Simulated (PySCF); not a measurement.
# PBE0/STO-3G run of SiHClO (SMILES O[Si]Cl)

Aim: the energy change on altering one bond length of SiHClO at PBE0/STO-3G, from 2 runs. The job is set up through a Python script.

Program for the calculation: PySCF 2.14.0.

31 further runs of the same task are left out: 14 that didn't finish, 17 set aside as unsound or not needed.

### 1 The molecule

SiHClO: 4 atoms, total charge 0, spin state singlet. SMILES: `O[Si]Cl`. Geometry: relaxed at PBE0-D4/def2-TZVP.

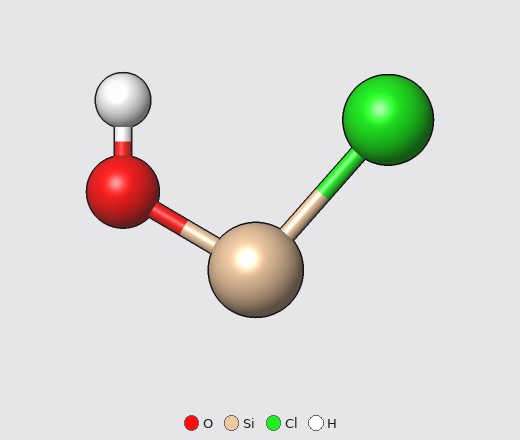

Viewed from a chosen angle; oxygen red, silicon light orange, chlorine green, hydrogen white.

### 2 A single-point energy at PBE0/STO-3G

job.py reads:

```python
from pyscf import gto, dft

molecule = gto.Mole()
molecule.atom = '''
O     -1.723052     0.850755    -0.583358
Si    -0.820519    -1.492317     1.222653
Cl     3.141292    -1.324698     0.796331
H     -0.492841     1.852687    -1.473986
'''
molecule.basis = 'sto-3g'
molecule.verbose = 4
molecule.charge = 0
molecule.unit = 'bohr'
molecule.max_memory = 1860
molecule.build()

mf = dft.RKS(molecule)
mf.xc = 'pbe0'
mf.grids.level = 5
mf.conv_tol = 1e-10
mf.kernel()
if not mf.converged:
    mf = mf.newton().run(mf.mo_coeff, mf.mo_occ)

etot = mf.e_tot
print('Final energy', etot)
```

On the command line:

```
$ OMP_NUM_THREADS=1 python job.py
```

The program printed:

```text
PySCF version 2.14.0

[INPUT] num. atoms = 4
[INPUT] num. electrons = 40
[INPUT] charge = 0
[INPUT] spin (= nelec alpha-beta = 2S) = 0
[INPUT] symmetry False subgroup None
[INPUT] Mole.unit = bohr
[INPUT] Symbol           X                Y                Z      unit          X                Y                Z       unit  Magmom
[INPUT]  1 O     -0.911799851630   0.450200158076  -0.308699759408 AA   -1.723052000000   0.850755000000  -0.583358000000 Bohr   0.0
[INPUT]  2 Si    -0.434199955927  -0.789700147869   0.647000104463 AA   -0.820519000000  -1.492317000000   1.222653000000 Bohr   0.0
[INPUT]  3 Cl     1.662300139245  -0.700999992951   0.421400217549 AA    3.141292000000  -1.324698000000   0.796331000000 Bohr   0.0
[INPUT]  4 H     -0.260800225807   0.980399739368  -0.779999800415 AA   -0.492841000000   1.852687000000  -1.473986000000 Bohr   0.0

nuclear repulsion = 131.42782494721
number of shells = 14
number of NR pGTOs = 72
number of NR cGTOs = 24
basis = sto-3g
ecp = {}

******** <class 'pyscf.dft.rks.RKS'> ********
method = RKS
initial guess = minao
damping factor = 0
level_shift factor = 0
DIIS = <class 'pyscf.scf.diis.CDIIS'>
diis_start_cycle = 1
diis_space = 8
diis_damp = 0
SCF conv_tol = 1e-10
SCF conv_tol_grad = None
SCF max_cycles = 50
direct_scf = True
direct_scf_tol = 1e-13
XC library pyscf.dft.libxc version 7.0.0
    S. Lehtola, C. Steigemann, M. J.T. Oliveira, and M. A.L. Marques.,  SoftwareX 7, 1–5 (2018)
XC functionals = pbe0
radial grids:
    Treutler-Ahlrichs [JCP 102, 346 (1995); DOI:10.1063/1.469408] (M4) radial grids

becke partition: Becke, JCP 88, 2547 (1988); DOI:10.1063/1.454033
pruning grids: <function nwchem_prune>
grids dens level: 5
symmetrized grids: False
atomic radii adjust function: <function treutler_atomic_radii_adjust>
small_rho_cutoff = 0
Set gradient conv threshold to 1e-05
Initial guess from minao.
tot grids = 153120
init E= -815.544594332861
  HOMO = -0.26856419857029  LUMO = -0.0345299242343836  gap/eV = 6.36840
cycle= 1 E= -815.689315471513  delta_E= -0.145  |g|= 0.549  |ddm|= 2.52
  HOMO = -0.0836150943638185  LUMO = 0.0823869192639177  gap/eV = 4.51714
cycle= 2 E= -815.210887383163  delta_E= 0.478  |g|= 1.44  |ddm|= 2.37
  HOMO = -0.167806163945857  LUMO = 0.0532007508670265  gap/eV = 6.01390
cycle= 3 E= -815.812680242967  delta_E= -0.602  |g|= 0.084  |ddm|= 1.69
  HOMO = -0.174064435025636  LUMO = 0.07026651247556  gap/eV = 6.64858
cycle= 4 E= -815.816441454742  delta_E= -0.00376  |g|= 0.0354  |ddm|= 0.304
  HOMO = -0.178752966582153  LUMO = 0.063549762790718  gap/eV = 6.59339
cycle= 5 E= -815.817028142119  delta_E= -0.000587  |g|= 0.0047  |ddm|= 0.0764
  HOMO = -0.17823833146374  LUMO = 0.064071995223236  gap/eV = 6.59360
cycle= 6 E= -815.817036602686  delta_E= -8.46e-06  |g|= 9.11e-05  |ddm|= 0.00757
  HOMO = -0.17825098542934  LUMO = 0.0640709717604709  gap/eV = 6.59392
cycle= 7 E= -815.81703660794  delta_E= -5.25e-09  |g|= 3.42e-05  |ddm|= 0.000269
  HOMO = -0.178252803003889  LUMO = 0.0640678876039035  gap/eV = 6.59388
cycle= 8 E= -815.81703660838  delta_E= -4.4e-10  |g|= 2.16e-06  |ddm|= 5.56e-05
  HOMO = -0.178252835187658  LUMO = 0.0640678135058375  gap/eV = 6.59388
cycle= 9 E= -815.817036608382  delta_E= -1.36e-12  |g|= 9.07e-08  |ddm|= 3.74e-06
  HOMO = -0.178252848420545  LUMO = 0.0640677989660735  gap/eV = 6.59388
Extra cycle  E= -815.817036608383  delta_E= -1.02e-12  |g|= 1.15e-07  |ddm|= 3.43e-07
converged SCF energy = -815.817036608383
Final energy -815.8170366083826
```

Wall time 3 s (1 thread of Intel Xeon Platinum 8488C (Sapphire Rapids), shared host); peak memory 0.22 GiB.

### 3 The distorted shape, same level

job.py reads:

```python
from pyscf import gto, dft

system = gto.M(
    atom=[
    ('O', (-3.427571, 0.343761, -0.037983)),
    ('Si', (-2.949971, -0.896139, 0.917717)),
    ('Cl', (1.662300, -0.701000, 0.421400)),
    ('H', (-2.776571, 0.873961, -0.509283)),
],
    basis='sto-3g',
    verbose=3,
    max_memory=1860,
)

calc0 = dft.UKS(system, xc='pbe0')
calc0.conv_tol = 1e-10
calc0.grids.level = 5
calc0.kernel()
if not calc0.converged:
    calc0 = calc0.newton().run(calc0.mo_coeff, calc0.mo_occ)
for _ in range(3):
    mo, _, stable, _ = calc0.stability(return_status=True)
    if stable:
        break
    calc0.kernel(calc0.make_rdm1(mo, calc0.mo_occ))

energy = calc0.e_tot
print('E = %.10f Eh' % energy)
```

On the command line:

```
$ OMP_NUM_THREADS=1 python job.py
```

The program printed:

```text
WARN: HOMO -0.0231764859308002 >= LUMO -0.0225709304207832

SCF not converged.
SCF energy = -815.650163105729 after 50 cycles  <S^2> = 0.55797315  2S+1 = 1.7977465
converged SCF energy = -815.650208253105  <S^2> = 0.5592094  2S+1 = 1.7991213
<class 'pyscf.soscf.newton_ah.SecondOrderUKS'> wavefunction is stable in the internal stability analysis
E = -815.6502082531 Eh
```

Run time: 31 s. Hardware: 1 thread of Intel Xeon Platinum 8488C (Sapphire Rapids), shared host; peak memory 0.4 GiB.

### 4 Outcome

At PBE0/STO-3G:

| quantity | value |
| --- | --- |
| first shape: total energy | -815.81704 Eh |
| first shape: dipole moment | 2.24 D |
| first shape: HOMO energy | -4.85 eV |
| first shape: LUMO energy | 1.74 eV |
| first shape: HOMO–LUMO gap | 6.59 eV |
| distorted shape: total energy | -815.65021 Eh |
| distorted shape: dipole moment | 8.48 D |
| distorted shape: HOMO energy | -2.16 eV |
| distorted shape: LUMO energy | -1.26 eV |
| distorted shape: HOMO–LUMO gap | 0.90 eV |
| distorted shape: ⟨S²⟩ | 0.559 |
| energy change with the Si2–Cl3 bond stretched from 2.110 to 4.643 Å | 4.540 eV |

What this shows: With the Si2–Cl3 bond stretched from 2.110 to 4.643 Å the energy rises by 4.54 eV (438 kJ/mol). The first shape isn't relaxed at this level, so the change isn't measured from a minimum. The minimal basis adds a large error of its own. ⟨S²⟩ (distorted shape) is 0.56 where a pure singlet has 0.00: the reference is spin-contaminated. Mulliken charges (distorted shape) run from -0.43 on Cl3 to +0.56 on Si2.
